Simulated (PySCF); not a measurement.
```json
{"atom": "C", "x (Å)": "2.7421", "y (Å)": "0.8930", "z (Å)": "-0.3395"}
{"atom": "O", "x (Å)": "1.8335", "y (Å)": "-0.1674", "z (Å)": "-0.4241"}
{"atom": "Al", "x (Å)": "0.7557", "y (Å)": "-1.4061", "z (Å)": "-0.5193"}
{"atom": "C", "x (Å)": "-1.1846", "y (Å)": "-1.3312", "z (Å)": "0.2189"}
{"atom": "B", "x (Å)": "-1.4841", "y (Å)": "-0.8332", "z (Å)": "-1.1991"}
{"atom": "C", "x (Å)": "-1.5357", "y (Å)": "0.7545", "z (Å)": "-1.0533"}
{"atom": "C", "x (Å)": "-1.3751", "y (Å)": "0.9875", "z (Å)": "0.4145"}
{"atom": "C", "x (Å)": "-1.2090", "y (Å)": "-0.1492", "z (Å)": "1.0985"}
{"atom": "H", "x (Å)": "2.2138", "y (Å)": "1.8222", "z (Å)": "-0.1153"}
{"atom": "H", "x (Å)": "3.2747", "y (Å)": "1.0036", "z (Å)": "-1.2870"}
{"atom": "H", "x (Å)": "3.4674", "y (Å)": "0.6972", "z (Å)": "0.4535"}
{"atom": "H", "x (Å)": "1.3355", "y (Å)": "-2.7331", "z (Å)": "-1.0169"}
{"atom": "H", "x (Å)": "-1.4135", "y (Å)": "-2.3010", "z (Å)": "0.6586"}
{"atom": "H", "x (Å)": "-1.7085", "y (Å)": "-1.4621", "z (Å)": "-2.1645"}
{"atom": "H", "x (Å)": "-0.7316", "y (Å)": "1.2624", "z (Å)": "-1.6009"}
{"atom": "H", "x (Å)": "-2.4588", "y (Å)": "1.2100", "z (Å)": "-1.4195"}
{"atom": "H", "x (Å)": "-1.4184", "y (Å)": "1.9754", "z (Å)": "0.8464"}
{"atom": "H", "x (Å)": "-1.1123", "y (Å)": "-0.2162", "z (Å)": "2.1729"}
```

Geometry: GFN2-xTB.

Level of theory: PySCF, CAM-B3LYP/def2-SVPD, SCF density, gas phase.

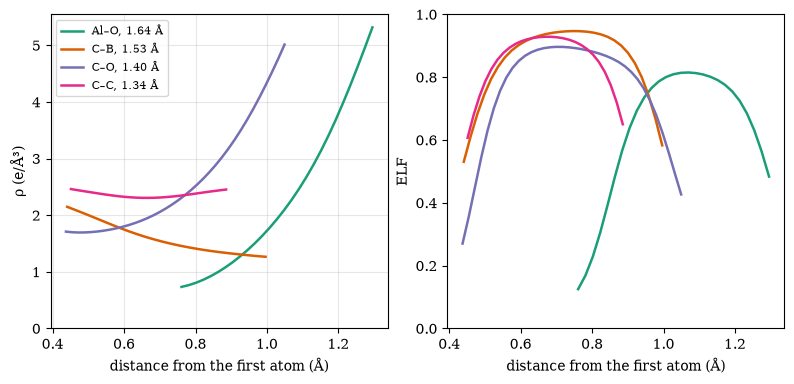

C₅H₁₀AlBO. Electron density and electron localisation function along straight lines between neighbouring atoms. The curves leave out the atomic cores.

What can be read from the curves?

Al–O (1.64 Å): the density is about 0.86 e/Å³ at the midpoint; the ELF peaks at about 0.80 in the valence shell of O, 0.6 Å from its nucleus, and is about 0.30 at the midpoint.
C–B (1.53 Å): ρ at the midpoint is about 1.5 e/Å³; the ELF peaks at about 0.95 between the atoms (localised, covalent bonding).
C–O (1.40 Å): ρ at the midpoint is about 2.1 e/Å³, with its minimum of 1.7 e/Å³ about 0.5 Å from C; the ELF peaks at about 0.90 between the atoms; a shared but strongly polarised pair.
C–C (1.34 Å): ρ is about 2.3 e/Å³ halfway; the ELF peaks at about 0.95 between the atoms; a short, multiple covalent bond.
